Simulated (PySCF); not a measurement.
SMILES CCOCC at its GFN2-xTB optimised geometry (Å):

```
15

C      1.1211    -1.6484    -0.9765
C      1.2573    -0.6893     0.2059
O      0.6619     0.5693     0.0000
C     -0.7496     0.5693     0.0000
C     -1.2279     2.0129     0.0000
H      1.7357    -2.5273    -0.8023
H      1.4540    -1.1592    -1.8884
H      0.0902    -1.9685    -1.1062
H      0.8421    -1.1581     1.1126
H      2.3140    -0.4687     0.3796
H     -1.1216     0.0433     0.8944
H     -1.1381     0.0484    -0.8876
H     -2.3140     2.0454    -0.0011
H     -0.8524     2.5235    -0.8823
H     -0.8537     2.5273     0.8809
```

Calculation: PySCF with B3LYP/def2-TZVP. Cells within 0.4 Å of a nucleus heavier than hydrogen are left out (blank, or x).

Map of the Laplacian of the electron density (e/bohr⁵), clipped to [-1.50, 1.50] on the plane z = 0.0 Å:

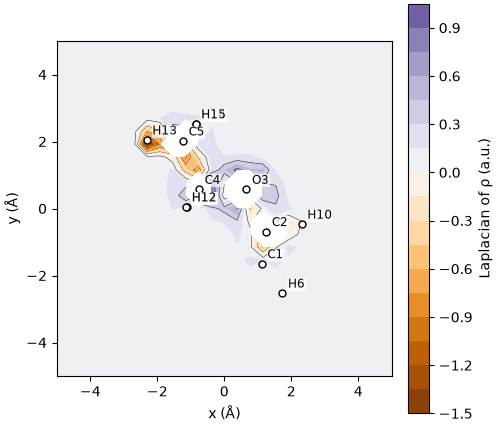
Figure. Laplacian of the electron density (e/bohr⁵), clipped to [-1.50, 1.50] on the plane z = 0.0 Å.
